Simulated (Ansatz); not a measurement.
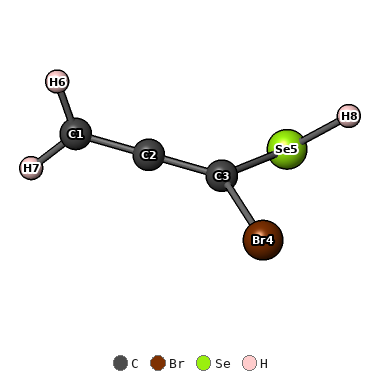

The system is C₃H₃BrSe, SMILES C=C=C([SeH])Br; the picture shows the reference structure. First axis: angle C1–C2–C3 (carried through 180). Second axis: change of the bonds C2–C1, C2–C3, all alike. Nothing is relaxed (all other coordinates rigid). The scan uses an 11 × 11 grid. Points are written as (first, second). Energies: kJ/mol, counted from the relaxed molecule at the same level. Level of theory: Ansatz 0.2.0, RKS r2SCAN0-D4/def2-SVP.

Its coordinates:

```xyz
8

C     0.2028    1.7703    0.1995
C    -0.0208    0.5178   -0.0833
C    -0.2323   -0.7372   -0.3668
Br   -1.8246   -1.2543   -1.2616
Se    1.0792   -2.0657   -0.0199
H    -0.1543    2.2084    1.1329
H     0.7530    2.4151   -0.4878
H     0.1627   -2.9477    0.7084
```

Range: angle C1–C2–C3 (carried through 180) from 140 to 220°; change of the bonds C2–C1, C2–C3, all alike from −0.143 to 0.222 Å.

> Predict the map.

The lowest grid point is at (180°, 0.003 Å), 0.07 kJ/mol from the relaxed molecule at the same level. It is the only kind of minimum in the scanned range. The highest grid point, (220°, −0.143 Å), lies 280 kJ/mol above the lowest. Round the minimum the two coordinates are nearly uncoupled.

```csv
"second ↓, first →",140,148,156,164,172,180,188,196,204,212,220
0.222,247,238,232,229,227,227,228,231,236,242,251
0.185,194,183,176,171,168,168,169,173,179,187,198
0.149,148,136,126,120,117,116,118,122,129,139,152
0.112,109,94,83,75,71,70,72,77,85,97,112
0.076,80,63,50,41,36,34,37,42,52,65,83
0.039,63,43,28,17,11,10,12,19,30,45,65
0.003,61,38,21,9,2,0,3,10,23,40,63
−0.034,77,52,32,19,11,8,12,20,34,53,79
−0.070,115,87,65,50,41,39,42,51,67,88,116
−0.107,182,151,127,110,100,97,101,111,128,152,183
−0.143,279,245,219,201,190,186,190,201,220,246,280
```

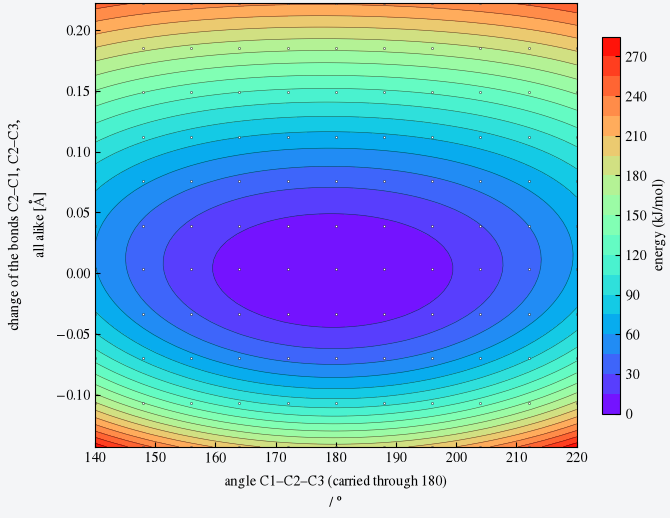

The picture shows filled contours, dots at the grid points. Between grid points the surface is interpolated.

Each point was launched as `ansatz run input.yaml --threads 1 --pin off --max-ram 2560MiB --backend cpu --events-out ev --progress --plain --runs-dir out`. Time for the 121 points that were run: 50 min on 1 thread of Arm Neoverse N1, with other jobs on the host.
